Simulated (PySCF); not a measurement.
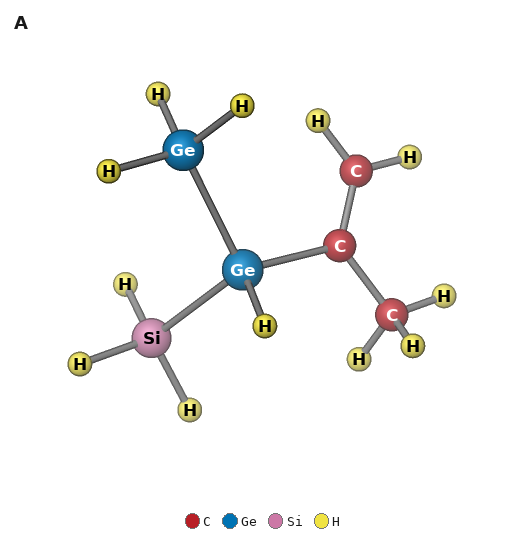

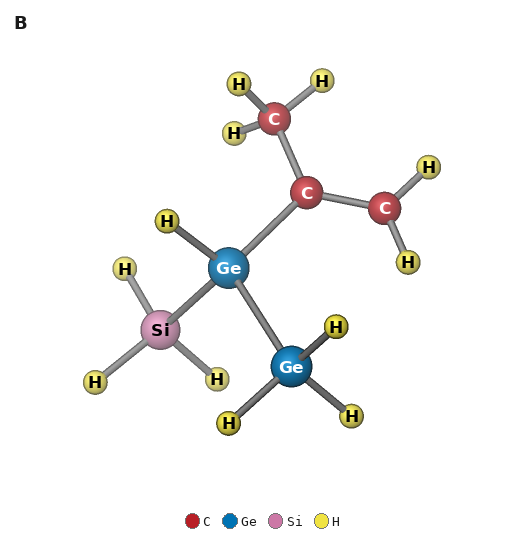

Atoms fade into the background with distance from the viewer. Computed geometry: PBE0-D3(BJ)/def2-SVP optimisation. No frequency run is at hand to confirm it as a minimum.

**How are A and B related: the same structure turned, mirror images, conformers, diastereomers or constitutional isomers?**

They are enantiomers, mirror images that no rotation superimposes: A is C=[C](C)[Ge@H]([SiH3])[GeH3] (), B is C=[C](C)[Ge@@H]([SiH3])[GeH3] (). Their energies are equal.
